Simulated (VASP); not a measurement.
Band structure of VN (space group Fm-3m). All values below come from PBE GGA, VASP's PBE PAW potentials (set 64) (plane waves; VASP 6.6.1).

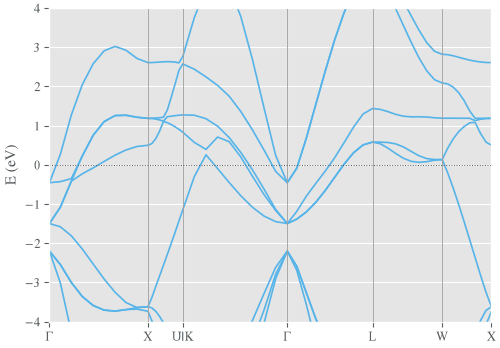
Figure: Bands along high-symmetry lines, zero at the valence-band maximum or, without a gap, the Fermi level

Problem. Read the plot: is there a gap, and where are the band edges?

Solution. It has no gap at this level: it comes out as a metal or semimetal.

The structure is a typed VN crystal (Fm-3m). The cell was not relaxed at this level. The run is not spin-polarised, so no magnetic state was tried. VASP warned that the highest band is occupied, so more bands are needed.
